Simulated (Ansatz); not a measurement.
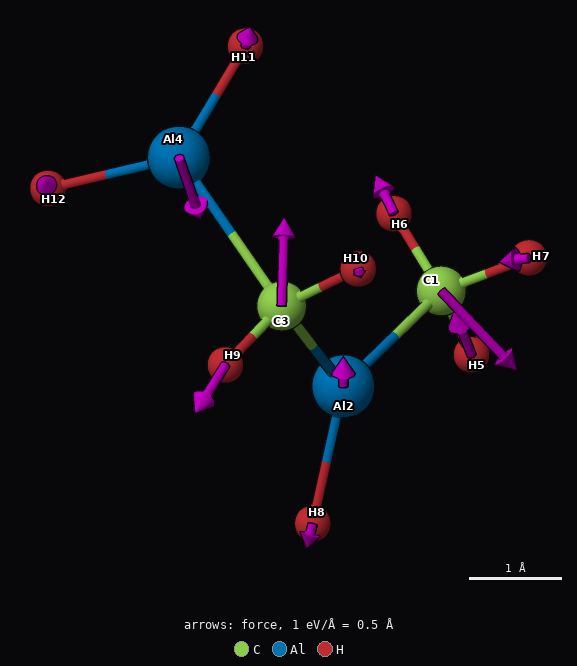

Starting geometry of C$_{2}$H$_{8}$Al$_{2}$ with the computed forces as purple arrows. A ball-and-stick model, seen from a free direction.

The run prepares an end point of a later path (inversion) calculation, from a guessed geometry.

Method: RKS PBE-D4/def2-SVP (Ansatz 0.2.0).

The input:
```yaml
crystal:
  periodic: [false, false, false]
  atoms:
    - { symbol: C, position_ang: [-1.2344, 1.4942, 0.2014] }
    - { symbol: Al, position_ang: [-0.8423, -0.1035, -0.8485] }
    - { symbol: C, position_ang: [0.9951, -0.7885, -0.8657] }
    - { symbol: Al, position_ang: [1.6458, -1.1944, 1.0136] }
    - { symbol: H, position_ang: [-2.3605, 1.7604, 0.0591] }
    - { symbol: H, position_ang: [-1.0493, 1.3869, 1.2597] }
    - { symbol: H, position_ang: [-0.6546, 2.392, -0.1872] }
    - { symbol: H, position_ang: [-1.9383, -0.8489, -1.6709] }
    - { symbol: H, position_ang: [1.0873, -1.693, -1.427] }
    - { symbol: H, position_ang: [1.7077, -0.0174, -1.2483] }
    - { symbol: H, position_ang: [1.7942, 0.0307, 2.0226] }
    - { symbol: H, position_ang: [0.9262, -2.4736, 1.7252] }
basis:
  gaussian: { orbitals: def2-SVP }
hamiltonian:
  xc: pbe
  dispersion: d4
relax:
  f_tol: 0.015
  max_steps: 40
```

Command:
```bash
ansatz run input.yaml --threads 2 --pin off --max-ram 3072MiB --backend cpu --events-out ev --progress --plain --runs-dir out
```

Question: Is this structure relaxed? If not, where do the atoms go?

Answer: It isn't relaxed: the largest force vector, on C1, is 2.51 eV/Å. The final displacements have little in common with the starting forces (cosine between the two patterns 0.11). The energy falls by 0.516 eV in 26 accepted moves (31 points after the start). The largest force component goes from 1.9 to 0.011 eV/Å. The line search rejected the trial steps at points 2, 6, 18, 26, 28 of the run. The forces were under the threshold at step 23, but the run went on from there. H6 moves most after the best rigid fit: 1.11 Å. Largest moves by element: H 1.11 Å, C 0.40 Å, Al 0.27 Å. Some distances before and after: C3–Al4 2.030 → 1.949 Å, C1–H5 1.166 → 1.112 Å, Al2–H8 1.560 → 1.607 Å, C3–H9 1.068 → 1.113 Å. Among the angles between lasting bonds that change: H11–Al4–H12 111.6° → 119.6°, Al2–C3–Al4 111.2° → 117.4°, C3–Al4–H12 114.8° → 120.5°. Groups turn about C1–Al2 by about 55°, Al2–C3 by about 30°. Cost: 46 s on 2 threads of Intel(R) Xeon(R) Platinum 8488C (Sapphire Rapids), with other jobs on the host, peak memory 0.15 GiB.
